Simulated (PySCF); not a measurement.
# Run report: CH7ClO2Si2, excited-state calculation

The run: excited-state calculation of CH7ClO2Si2. Method and program: TDDFT CAM-B3LYP/def2-SVPD, vertical, gas phase, core orbitals frozen in the response (PySCF 2.14.0).

The geometry comes from this level: PBE0-D3(BJ)/def2-SVP.

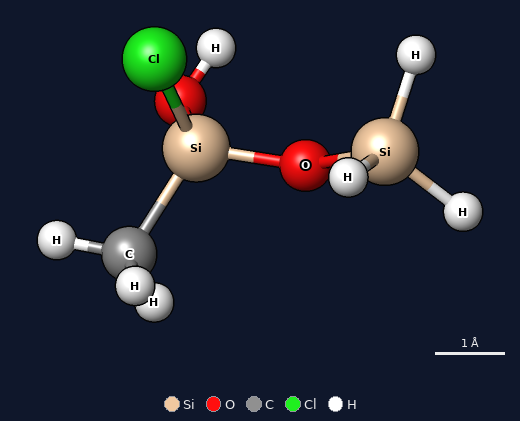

*The input geometry (ball-and-stick view, seen at a tilt).*

## The input
```
{"job": {"kind": "uv", "xc": "CAM-B3LYP", "basis": "def2-SVPD", "nstates": 6, "ntriplets": 2, "ip": true}, "charge": 0, "multiplicity": 1}
Si    -0.157382    -0.746740     0.390659
O     -0.580565     0.713084    -0.244306
Si    -0.199326     2.330818    -0.128971
C      0.859259    -1.755094    -0.768361
O     -1.503231    -1.608003     0.783750
Cl     0.931703    -0.316905     2.110941
H      1.279359     2.513742    -0.041552
H     -0.846498     2.927984     1.075640
H     -0.714981     3.003513    -1.353549
H      1.106443    -2.728165    -0.319670
H      1.796444    -1.235133    -1.014470
H      0.299282    -1.931092    -1.699369
H     -2.170143    -1.166353     1.317878
```

The first line tells a small driver script what to run in PySCF; the rest is the geometry in Å.

Hardware: 1 CPU thread, shared host.

Run as:
```bash
OMP_NUM_THREADS=1 python <driver script> task.json out
```

## What the program printed
```
coarse grid: 12472 points
cycle   1  E = -1231.3224372135  dE =  4.854e-01  |g| = 9.484e-01  |ddm| = 4.887e+00
cycle   2  E = -1231.2162026717  dE =  1.062e-01  |g| = 1.238e+00  |ddm| = 3.011e+00
cycle   3  E = -1231.4947495253  dE = -2.785e-01  |g| = 9.442e-02  |ddm| = 1.515e+00
cycle   4  E = -1231.4966269327  dE = -1.877e-03  |g| = 3.528e-02  |ddm| = 2.069e-01
cycle   5  E = -1231.4968947192  dE = -2.678e-04  |g| = 1.212e-02  |ddm| = 6.266e-02
cycle   6  E = -1231.4969205010  dE = -2.578e-05  |g| = 2.918e-03  |ddm| = 1.549e-02
cycle   7  E = -1231.4969223204  dE = -1.819e-06  |g| = 4.925e-04  |ddm| = 4.942e-03
final grid: 106832 points
cycle   8  E = -1231.6587438675  dE = -1.675e-05  |g| = 2.694e-03  |ddm| = 4.991e-02
cycle   9  E = -1231.6587442797  dE = -4.122e-07  |g| = 2.409e-03  |ddm| = 8.171e-03
cycle  10  E = -1231.6587457061  dE = -1.426e-06  |g| = 1.975e-04  |ddm| = 3.116e-03
cycle  11  E = -1231.6587457117  dE = -5.584e-09  |g| = 1.412e-04  |ddm| = 4.734e-04
cycle  12  E = -1231.6587457154  dE = -3.713e-09  |g| = 2.905e-05  |ddm| = 1.931e-04
cycle  13  E = -1231.6587457156  dE = -1.889e-10  |g| = 5.436e-06  |ddm| = 4.709e-05
```

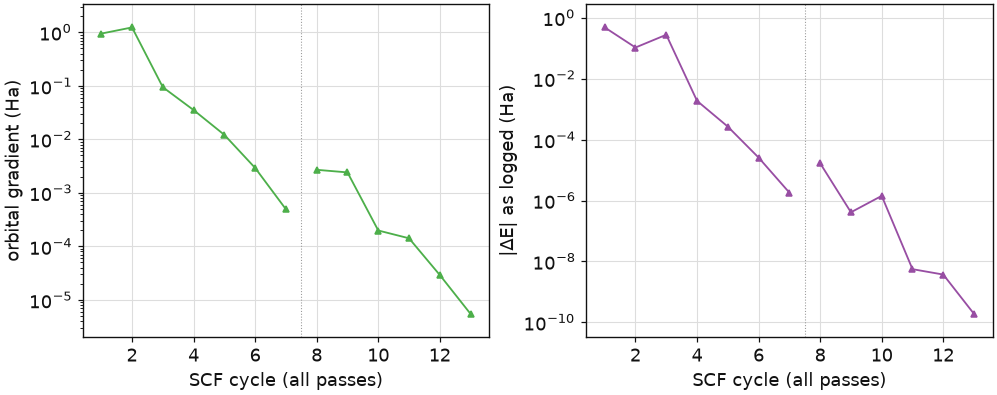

*Convergence of the self-consistent field: orbital gradient and size of the energy change against the SCF cycle. The dotted line marks the change from a coarse to the final integration grid.*

The first 7 cycles use a coarse grid, the final grid takes over at cycle 8, and the field converges after 13 cycles in all.

```
converged SCF energy = -1231.6587457156

Static polarisability (au): isotropic 81.770, principal 76.209 82.625 86.478

Singlet excitations
state   eV       nm        f      main configurations
  1   7.6816    161.4   0.00295   H->L 0.60, H->L+1 0.12
  2   7.8693    157.6   0.00071   H-1->L 0.51, H-3->L 0.15, H-3->L+1 0.09
  3   8.0896    153.3   0.02247   H-2->L 0.38, H-1->L 0.18, H-3->L 0.17
  4   8.3079    149.2   0.07283   H-2->L 0.34, H-3->L 0.22, H->L 0.16
  5   8.5593    144.9   0.04386   H->L+1 0.28, H-4->L 0.17, H-1->L 0.10
  6   8.7507    141.7   0.10732   H->L+1 0.24, H-4->L 0.12, H-5->L 0.09

Triplet excitations (Tamm-Dancoff, eV): 7.2986 7.4817
Vertical ionisation energy (delta-SCF) = 11.1048 eV
```

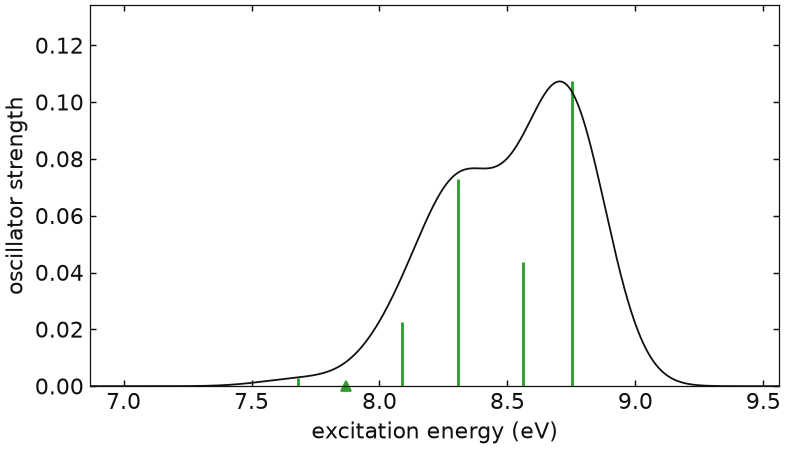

*Computed excitations as sticks (degenerate states added up, dark ones marked on the axis), with a Gaussian envelope of 0.35 eV full width at half maximum, scaled to the tallest.*

Of the 6 states the lowest lies at 7.68 eV (f = 0.003); the strongest line is at 8.75 eV, or 142 nm (f = 0.107).

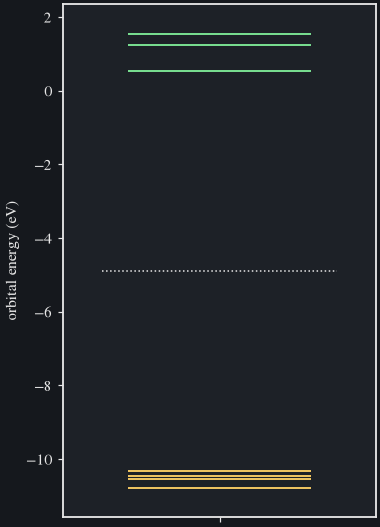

*Orbital energies near the frontier; the dotted line parts filled from empty levels, and levels within 0.02 eV of each other stand side by side.*

Highest filled −10.34 eV, lowest empty 0.52 eV, 10.86 eV apart.

## Key numbers

- outcome: converged
- total energy: −1231.658746 hartree
- HOMO: −10.34 eV
- LUMO: 0.52 eV
- dipole moment: 1.04 D
- mean polarisability: 81.77 a.u.
- vertical ionisation energy: 11.10 eV
- lowest singlet excitation: 7.68 eV
- wall time: 4.1 min
- peak memory: 1.1 GiB
